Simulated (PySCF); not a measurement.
Molecule: Si(H)(F)(Et)(Vi), SMILES F[SiH](C=C)CC, singlet. Atoms near the plane z = 0.0 Å, at the GFN2-xTB optimised geometry (x, y, z in Å): Si1 (-1.0, 0.0, 0.0), C5 (0.9, 0.0, 0.0), H7 (-1.6, 1.3, 0.0), H8 (-2.5, -1.8, 1.0), H11 (1.2, -1.1, -0.1), H12 (1.2, 0.3, 1.0), H13 (1.2, 1.8, -1.0).

Computed with PBE0/def2-TZVP run with PySCF. Cells within 0.4 Å of a nucleus heavier than hydrogen are left out (blank, or x). The values are rescaled to run from 0 to 1.

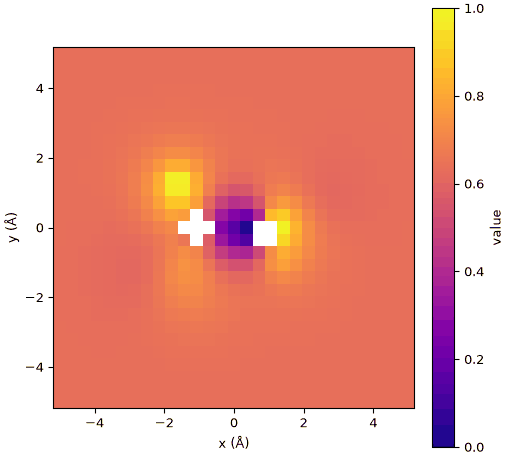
*a field on the plane z = 0.0 Å.*

Question: Which quantity is mapped?
A) an orbital amplitude
B) electron localisation function
C) electrostatic potential
D) deformation density (molecule minus spherical neutral atoms)

Answer: A, an orbital amplitude. In full: HOMO amplitude (bohr^(-3/2)).
